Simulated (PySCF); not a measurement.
## Electronic structure of C2H11NOSi4 (SMILES CC(=O)N[SiH]1[SiH2][SiH2][SiH2]1) in real space

```xyz
19

C     2.9684   -0.6221   -0.2279
C     1.5222   -0.2001   -0.1346
O     0.6163   -0.9855    0.1291
N     1.2325    1.0818   -0.3522
Si   -0.5039    1.4925   -0.2267
Si   -1.3066    0.5190    1.7717
Si   -2.3988   -1.1340    0.4981
Si   -1.6928   -0.1054   -1.4993
H     3.3349   -0.4558   -1.2399
H     3.5734   -0.0340    0.4604
H     3.0584   -1.6760    0.0195
H     1.9860    1.7134   -0.5675
H    -0.3221    2.9302   -0.5257
H    -2.1876    1.4296    2.5330
H    -0.3103    0.1415    2.7840
H    -2.0237   -2.5335    0.7166
H    -3.8663   -1.1742    0.6749
H    -0.9305   -0.8739   -2.4939
H    -2.7593    0.4958   -2.3271
```

Geometry: GFN2-xTB.

The calculation used PBE0/pcSseg-1, SCF density, gas phase, non-relativistic (PySCF 2.14.0).

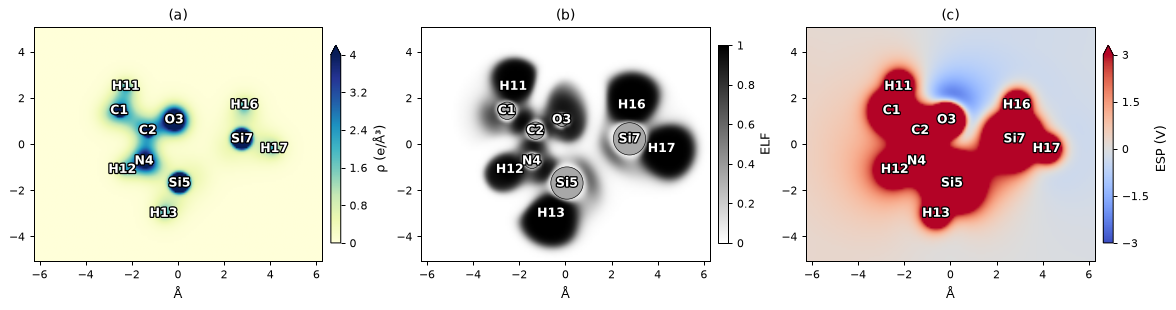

Figure 1. (a) total electron density; (b) ELF; (c) electrostatic potential on the plane of atoms C2, N4 and H12. Grey discs cover the atomic cores in the ELF map.

Q: What do the fields say about this system?

A: The section cuts through C, O, N, Si and H sites. C–O (1.23 Å): ρ at the midpoint is about 3.2 e/Å³; the ELF peaks at about 0.85 between the atoms: a short, multiple covalent bond. C–N (1.33 Å): ρ is about 2.5 e/Å³ halfway; the ELF peaks at about 0.90 between the atoms; localised, covalent bonding. C–C (1.51 Å): the density is about 1.7 e/Å³ at the midpoint; the ELF peaks at about 0.95 between the atoms (a covalent bond). Si–N (1.79 Å): the density is about 0.95 e/Å³ at the midpoint; the ELF peaks at about 0.95 between the atoms; a shared but strongly polarised pair. N–H (1.01 Å): the density is about 2.9 e/Å³ at the midpoint; the ELF climbs to about 1 towards the hydrogen, as it does in any bond to H; a covalent bond by its length. The ELF also peaks beside O3, away from the bonds: lone-pair regions. Outside the dense part of the molecule the potential is most negative (−2.2 V) near O3.

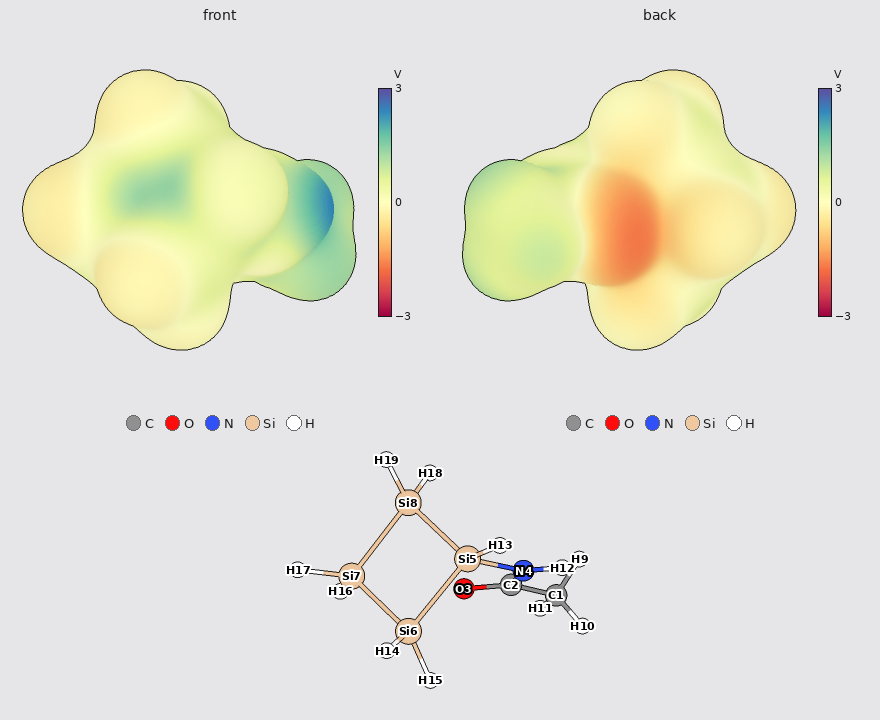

Figure 2. The molecular electrostatic potential painted on the density surface at 0.002 e/bohr³, seen from the front and from behind; red is negative and blue positive. The bare structure is drawn below in the same view.

Q: Which sites attract a positive test charge, and which a negative one?

A: A positive charge is drawn to the negative regions and a negative charge to the positive ones. The most negative region (about −1.6 V) lies over O3, the most positive (about +2.3 V) over H12. O3 is the likeliest acceptor of a hydrogen bond.

Q: How polar is the molecule by this calculation?

A: Its dipole moment is 4.09 D.
